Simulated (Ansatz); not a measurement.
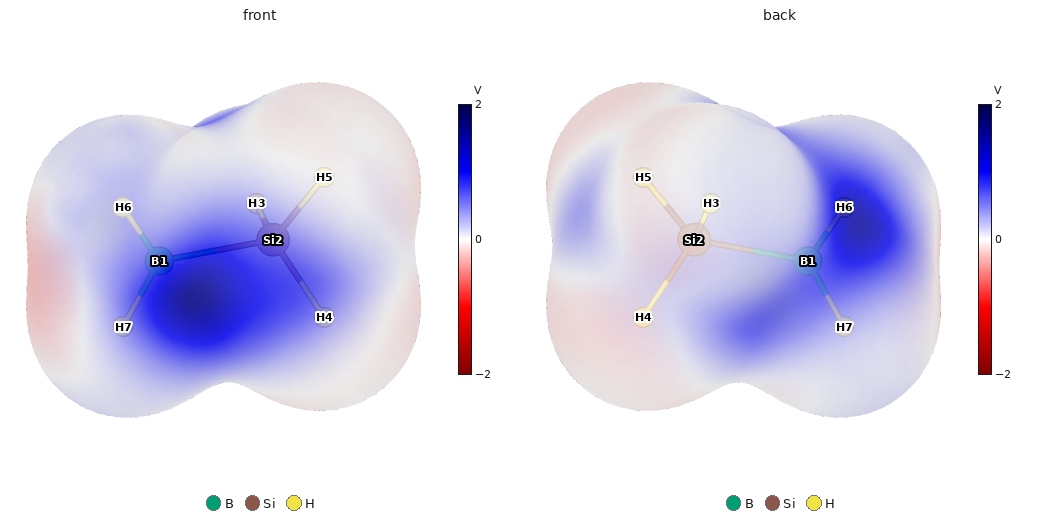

Figure 1: BH₅Si (SMILES B[SiH3]). The electrostatic potential painted on the density surface at 0.001 e/bohr³, seen from the front and from behind; red is negative and blue positive.

Geometry: PBE0-D3(BJ)/def2-SVP.

The calculation used isolated molecule in a Gaussian basis; Kohn-Sham density functional theory, functional PBE0 (Ansatz 0.2.0).

```yaml
atoms:
  - { symbol: B, position_ang: [-0.1338, -0.3321, -0.8328] }
  - { symbol: Si, position_ang: [0.6772, -0.7142, 0.9703] }
  - { symbol: H, position_ang: [-0.4110, -0.4224, 1.9665] }
  - { symbol: H, position_ang: [1.8413, 0.1645, 1.3054] }
  - { symbol: H, position_ang: [1.0862, -2.1417, 1.1562] }
  - { symbol: H, position_ang: [-0.7324, -1.1862, -1.4437] }
  - { symbol: H, position_ang: [-0.0905, 0.7747, -1.3168] }
```

**Which sites attract a positive test charge, and which a negative one?**

A positive charge is drawn to the negative regions and a negative charge to the positive ones. The most negative region (about −0.2 V) lies over H6, the most positive (about +1.5 V, or +35 kcal/mol for a unit charge) over B1.

**What dipole moment does the calculation give?**

Its dipole moment is 0.36 D.
